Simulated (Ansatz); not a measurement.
# CH5FSSiZn: trial inputs and their diagnosis

4 inputs were typed for CH5FSSiZn. Each is run as it stands; the log then has to tell whether the result can be used.

The runs use Ansatz 0.2.0, Gaussian basis; the settings change from run to run.

## (1) The geometry

The structure was relaxed beforehand with PBE0-D4 in a triple-zeta def2 set.

SMILES `C[SiH2][S][Zn][F]`, 10 atoms, charge 0, spin multiplicity 1.

Atoms are counted from 1 here; the program's logs count them from 0.

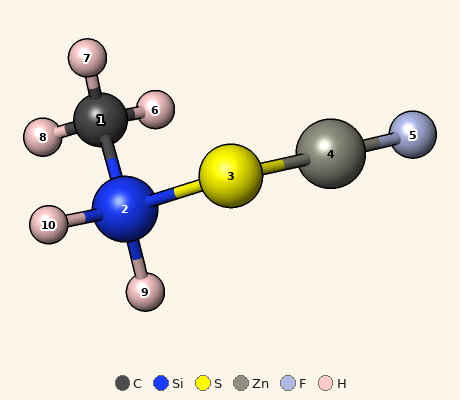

The geometry (carbon dark grey, silicon blue, sulfur yellow, zinc grey, fluorine light blue, hydrogen pink); atoms are numbered from 1 in the order of the file.

## (2) Input 1

Contents of in.yaml:

```yaml
crystal:
  periodic: [false, false, false]
  atoms:
    - {symbol: C, position_ang: [-1.218948, -0.138008, 0.618241]}
    - {symbol: Si, position_ang: [0.254281, -1.096795, -0.007182]}
    - {symbol: S, position_ang: [2.108336, -0.062240, 0.308272]}
    - {symbol: Zn, position_ang: [1.659774, 1.717495, -0.783140]}
    - {symbol: F, position_ang: [1.296592, 3.184194, -1.662320]}
    - {symbol: H, position_ang: [-1.366815, 0.785368, 0.051432]}
    - {symbol: H, position_ang: [-1.090727, 0.123307, 1.670595]}
    - {symbol: H, position_ang: [-2.128044, -0.737695, 0.518334]}
    - {symbol: H, position_ang: [0.074085, -1.403871, -1.451624]}
    - {symbol: H, position_ang: [0.411475, -2.371756, 0.737393]}
basis:
  gaussian: {orbitals: aug-pcseg-2, fitting: {mean_field: cc-pVTZ-jkfit}, point_charges: [{charge: 2.00, position_ang: [4.925, -0.514, 0.937]}]}
hamiltonian: {xc: {name: PBE0-DH}}
```

The run is started by

```bash
$ ansatz run in.yaml --threads 4 --pin off --events-out ev --progress --plain --max-ram 10444MiB
```

The log of the run:

```text
Functional definition: PBE0-DH
  name "PBE0-DH"
  cite "Brémond & Adamo, J. Chem. Phys. 135, 024106 (2011) doi:10.1063/1.3604569"
  cite "Perdew, Burke & Ernzerhof, Phys. Rev. Lett. 77, 3865 (1996) doi:10.1103/PhysRevLett.77.3865"
  parameter a = 1/2
  parameter c = 1/8
  exchange = (1 - a)*pbe_x + a*exact_x
  correlation = (1 - c)*pbe_c + c*(mp2_os + mp2_ss)
Error: <dir> the basis set cc-pVTZ-JKFIT has no functions for Zn
```

It took 0.1 s on 4 threads of Intel Xeon Platinum 8175M at 2.50GHz, shared host.

What is wrong: Refused before any calculation. The fitting set named has no entry for an element of this molecule. Cure: leave the fitting key out, or name a set that covers all elements and suits the basis.

## (3) Input 2

Contents of in.yaml:

```yaml
crystal:
  periodic: [false, false, false]
  atoms:
    - {symbol: C, position_ang: [-1.170190, -0.132488, 0.593511]}
    - {symbol: Si, position_ang: [0.244109, -1.052923, -0.006895]}
    - {symbol: S, position_ang: [2.024002, -0.059750, 0.295941]}
    - {symbol: Zn, position_ang: [1.593383, 1.648795, -0.751815]}
    - {symbol: F, position_ang: [1.244729, 3.056827, -1.595828]}
    - {symbol: H, position_ang: [-1.312142, 0.753953, 0.049375]}
    - {symbol: H, position_ang: [-1.047097, 0.118374, 1.603771]}
    - {symbol: H, position_ang: [-2.042923, -0.708187, 0.497601]}
    - {symbol: H, position_ang: [0.071122, -1.347716, -1.393559]}
    - {symbol: H, position_ang: [0.395016, -2.276886, 0.707897]}
basis:
  gaussian: {orbitals: "6-311G**"}
hamiltonian: {xc: {name: revPBE}}
accuracy: high
scf: {lower_state_search: light}
```

Launched as before.

The log of the run:

```text
Error: <dir> can't be read: No such file or directory (os error 2)
```

It took 0.05 s on 4 threads of Intel Xeon Platinum 8175M at 2.50GHz, shared host.

Diagnosis: The run ended at the input check. Its message: «<dir> can't be read: No such file or directory (os error 2)» The basis set isn't in the library under that name. What to do: choose a basis that the program's library holds for every element. Its coordinates are also moved off the relaxed structure.

## (4) Input 3

Contents of in.yaml:

```yaml
crystal:
  periodic: [false, false, false]
  atoms:
    - {symbol: C, position_ang: [-1.218948, -0.138008, 0.618241]}
    - {symbol: Si, position_ang: [0.254281, -1.096795, -0.007182]}
    - {symbol: S, position_ang: [2.108336, -0.062240, 0.308272]}
    - {symbol: Zn, position_ang: [1.659774, 1.717495, -0.783140]}
    - {symbol: F, position_ang: [1.296592, 3.184194, -1.662320]}
    - {symbol: H, position_ang: [-1.366815, 0.785368, 0.051432]}
    - {symbol: D, position_ang: [-1.090727, 0.123307, 1.670595]}
    - {symbol: H, position_ang: [-2.128044, -0.737695, 0.518334]}
    - {symbol: H, position_ang: [0.074085, -1.403871, -1.451624]}
    - {symbol: H, position_ang: [0.411475, -2.371756, 0.737393]}
basis:
  gaussian: {orbitals: def2-TZVPD, final_grid: {core_spheres: 20, valence_spheres: 16, degree: 47}}
total_charge: 1
magnetization: {spin_polarized: true, initial_magnetization: 1}
hamiltonian: {xc: {name: B3LYP}, dispersion: d3bj}
output: {forces: true}
```

Launched as before.

The log of the run:

```text
Error: YAML parse error: error: line 10 column 16: `D` is not an element symbol (H … Og, case-exact)
  --> <input>:10:16
   |
 8 |     - {symbol: F, position_ang: [1.296592, 3.184194, -1.662320]}
 9 |     - {symbol: H, position_ang: [-1.366815, 0.785368, 0.051432]}
10 |     - {symbol: D, position_ang: [-1.090727, 0.123307, 1.670595]}
   |                ^ `D` is not an element symbol (H … Og, case-exact)
11 |     - {symbol: H, position_ang: [-2.128044, -0.737695, 0.518334]}
12 |     - {symbol: H, position_ang: [0.074085, -1.403871, -1.451624]}
   |
```

Wall time 0.05 s (4 threads of Intel Xeon Platinum 8175M at 2.50GHz, shared host).

**Diagnosis.** Refused before any calculation. An element symbol is wrong. It also asks for charge 1 and multiplicity 2, another species or state than the molecule above. Fix: correct the symbol, and set charge and spin to those of the species named.

## (5) Input 4

Contents of in.yaml:

```yaml
crystal:
  periodic: [false, false, false]
  atoms:
    - {symbol: C, position_ang: [-1.218948, -0.138008, 0.618241]}
    - {symbol: Si, position_ang: [0.254281, -1.096795, -0.007182]}
    - {symbol: S, position_ang: [2.108336, -0.062240, 0.308272]}
    - {symbol: Zn, position_ang: [1.659774, 1.717495, -0.783140]}
    - {symbol: F, position_ang: [1.296592, 3.184194, -1.662320]}
    - {symbol: H, position_ang: [-1.366815, 0.785368, 0.051432]}
    - {symbol: H, position_ang: [-1.090727, 0.123307, 1.670595]}
    - {symbol: H, position_ang: [-2.128044, -0.737695, 0.518334]}
    - {symbol: H, position_ang: [0.074085, -1.403871, -1.451624]}
    - {symbol: H, position_ang: [0.411475, -2.371756, 0.737393]}
basis:
  gaussian: {orbitals: STO-3G}
total_charge: 1
magnetization: {spin_polarized: true, initial_magnetization: 1}
hamiltonian: {xc: {name: TPSS}}
scf: {lower_state_search: off}
```

Same command.

The log of the run:

```text
Error: YAML parse error: error: line 18 column 19: hamiltonian.xc: no functional is named "TPSS"; the names, which are not case-sensitive, are SVWN5, SPW92, PBE, PBE0, PBEsol, revPBE, revPBE0, RPBE, rPW86-PBE, HSE06, wPBEh, LC-wPBE, HISS, HF, BLYP, B3LYP, B3LYP5, BHLYP, CAM-B3LYP, r2SCAN, r2SCANh, r2SCAN0, r2SCAN50, m-r2SCAN, B97, wB97, wB97X, wB97X-V, B97M-V, wB97M-V, B2PLYP, B2GP-PLYP, PBE0-DH, PBE-QIDH
  --> <input>:18:19
   |
16 | total_charge: 1
17 | magnetization: {spin_polarized: true, initial_magnetization: 1}
18 | hamiltonian: {xc: {name: TPSS}}
   |                   ^ hamiltonian.xc: no functional is named "TPSS"; the names, which are not case-sensitive, are SVWN5, SPW92, PBE, PBE0, PBEsol, revPBE, revPBE0, RPBE, rPW86-PBE, HSE06, wPBEh, LC-wPBE, HISS, HF, BLYP, B3LYP, B3LYP5, BHLYP, CAM-B3LYP, r2SCAN, r2SCANh, r2SCAN0, r2SCAN50, m-r2SCAN, B97, wB97, wB97X, wB97X-V, B97M-V, wB97M-V, B2PLYP, B2GP-PLYP, PBE0-DH, PBE-QIDH
19 | scf: {lower_state_search: off}
   |
```

Run time: 0.05 s. Hardware: 4 threads of Intel Xeon Platinum 8175M at 2.50GHz, shared host.

Diagnosis: The program refused the input. The method's name isn't one that the program takes here. It also asks for charge 1 and multiplicity 2, another species or state than the molecule above. Cure: name a functional that the program knows, and set charge and spin to those of the species named.

## (6) How the tries ended

| input | level | ended | cause | time |
| --- | --- | --- | --- | --- |
| 1 | PBE0-DH/aug-pcseg-2 | refused | the fitting set named has no entry for an element of this molecule | 0.1 s |
| 2 | revPBE/6-311G** | refused | the basis set isn't in the library under that name | 0.05 s |
| 3 | B3LYP/def2-TZVPD | refused | an element symbol is wrong | 0.05 s |
| 4 | TPSS/STO-3G | refused | the method's name isn't one that the program takes here | 0.05 s |

In words: 4 refused. A refusal costs next to no computing time.
